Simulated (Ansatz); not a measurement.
## BaTiO3, pressure series

The reference is BaTiO$_{3}$ (space group P4mm, No. 99; a = 3.973 Å, c = 4.112 Å).

Cell and atoms are relaxed at each pressure.

Method: r2SCAN, PAW, 500 eV (Ansatz, an electronic-structure program; no SOC), earlier PAW set.

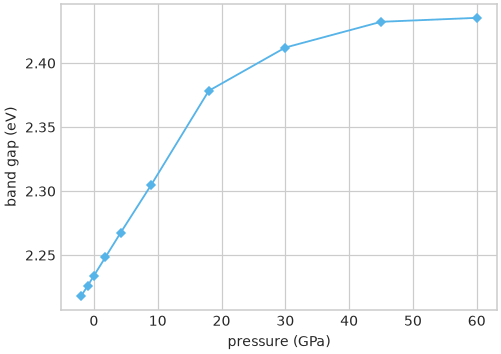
Figure. Band gap against pressure

| pressure (GPa) | band gap |
|---|---|
| -2 | 2.22 eV |
| -1 | 2.23 eV |
| 1.8 | 2.25 eV |
| 4.2 | 2.27 eV |
| 9 | 2.31 eV |
| 18 | 2.38 eV |
| 30 | 2.41 eV |
| 45 | 2.43 eV |
| 60 | 2.44 eV |

Load acts through the strain it causes; cell and atoms are relaxed under it. Whether these cells are dynamically stable was not tested. No other phases were tried under pressure. The final runs are not spin-polarised. Along this pressure series the structure jumps between pressure 9 GPa and pressure 18 GPa; cells beyond that are another form of it.
